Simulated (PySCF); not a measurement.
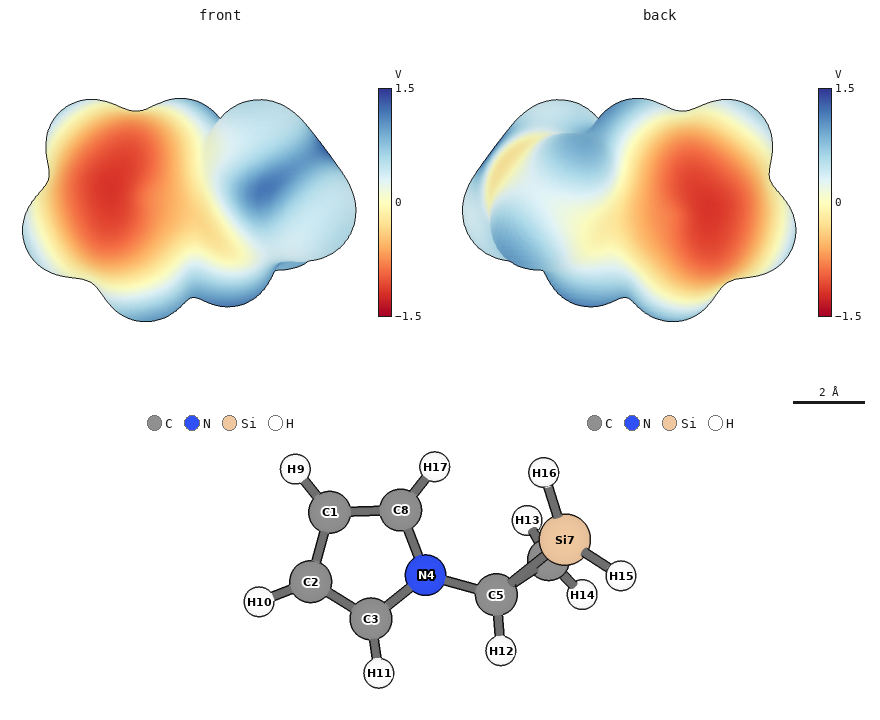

C₆H₉NSi. The molecular electrostatic potential painted on the density surface at 0.002 e/bohr³, seen from the front and from behind; red is negative and blue positive. The bare structure is drawn below in the same view.

Geometry: GFN2-xTB.

Method: PBE0/def2-SVPD, SCF density, gas phase (PySCF 2.14.0).

| atom | x (Å) | y (Å) | z (Å) |
| --- | --- | --- | --- |
| C | 2.0736 | -0.6246 | 1.1191 |
| C | 2.6286 | -0.3190 | -0.1366 |
| C | 1.5899 | 0.0374 | -0.9546 |
| N | 0.4296 | -0.0428 | -0.2515 |
| C | -0.8524 | 0.2909 | -0.7562 |
| C | -2.0609 | -0.5435 | -0.3050 |
| Si | -2.1523 | 1.2506 | 0.2559 |
| C | 0.7205 | -0.4394 | 1.0149 |
| H | 2.6038 | -0.9446 | 1.9947 |
| H | 3.6656 | -0.3593 | -0.4066 |
| H | 1.5940 | 0.3392 | -1.9842 |
| H | -0.7986 | 0.4656 | -1.8264 |
| H | -1.8398 | -1.3261 | 0.4071 |
| H | -2.6930 | -0.9091 | -1.1022 |
| H | -3.0332 | 2.1464 | -0.4679 |
| H | -1.8359 | 1.5549 | 1.6362 |
| H | -0.0466 | -0.5645 | 1.7535 |

Which sites attract a positive test charge, and which a negative one?

Answer. A positive charge is drawn to the negative regions and a negative charge to the positive ones. The most negative region (about −1.2 V) lies over the π face of C1 and C2, the most positive (about +1.2 V) over Si7 and H12.

What dipole moment does the calculation give?

Answer. Its dipole moment is 2.26 D.
